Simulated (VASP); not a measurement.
Band structure of TaTiN2 (space group P4/mmm). These are PBEsol GGA, VASP's PBE PAW potentials (set 64) (plane waves; VASP 6.6.1) values and carry that method's errors.

Unless said otherwise, spin-orbit coupling is left out, though it shifts the bands of the heavy elements here.

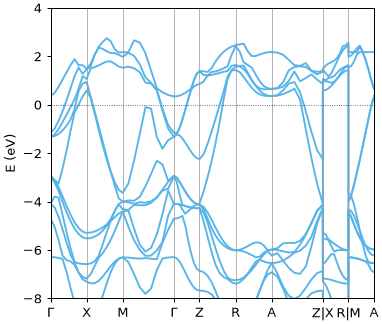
Figure. Bands along high-symmetry lines, zero at the valence-band maximum or, without a gap, the Fermi level

**Question.** Read the plot: is there a gap, and where are the band edges?

**Answer.** It has no gap at this level: it comes out as a metal or semimetal. (Edges off the drawn lines would not show.)

The structure comes from a computed database's TaTiN2 entry (P4/mmm); how it stands against other phases isn't given here. It was relaxed first. The electron count is odd and the run is not spin-polarised, which forces a metal.
